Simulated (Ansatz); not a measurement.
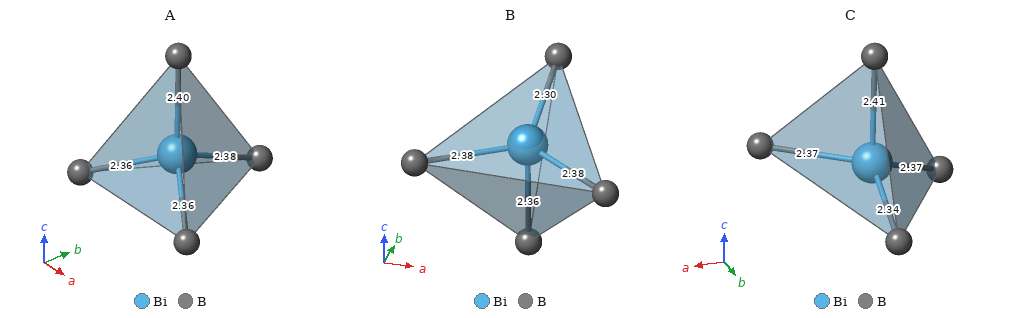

Sites of one shape (tetrahedron) in BiB, Cmc2_1. The shape measure S (0 to 100) is the computed least-squares distance from an ideal polyhedron; S = 0 means ideal. Source: coordinates from a relaxation with DFT, PBEsol, plane waves, PAW (Ansatz 0.2.0); the starting structure was generated, so it need not be a known form of this composition.

**Rank the polyhedra from the most regular to the most distorted, by the shape measure S.**

A (BiB4, S = 0.15, bonds 2.36 to 2.40 Å), C (BiB4, S = 1.38, bonds 2.34 to 2.41 Å), B (BiB4, S = 2.81, bonds 2.30 to 2.38 Å).
